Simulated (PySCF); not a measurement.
```yaml
atoms:
  - { symbol: Cs, position_ang: [0.0000, 0.0000, -0.2414] }
  - { symbol: N, position_ang: [0.0000, 0.0000, 2.2916] }
```

Core potentials replace the inner electrons of Cs.

Theory: PBE0/def2-TZVP, non-relativistic Hamiltonian with scalar-relativistic core potentials where named, at a bond length of 2.533 Å in PySCF.

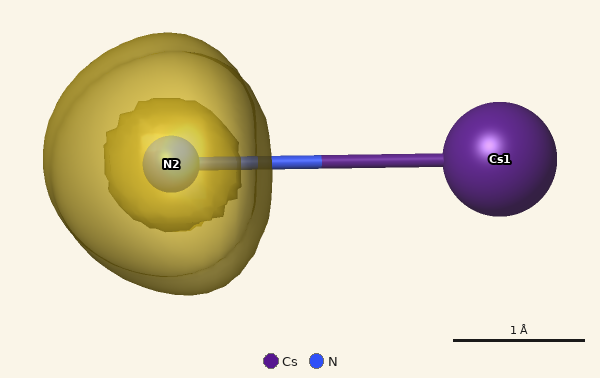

CsN (triplet). Isosurface of the electron localisation function at 0.75 (yellow), seen from one side. Core shells and regions of very low density are left out.

**Where are the electrons localised?**

The ELF exceeds this value in one region wrapped around N (its valence shell). Along the contacts the grid gives the following. Cs–N (2.53 Å): the ELF is about 0.25 at the midpoint (a closed-shell, largely ionic contact).
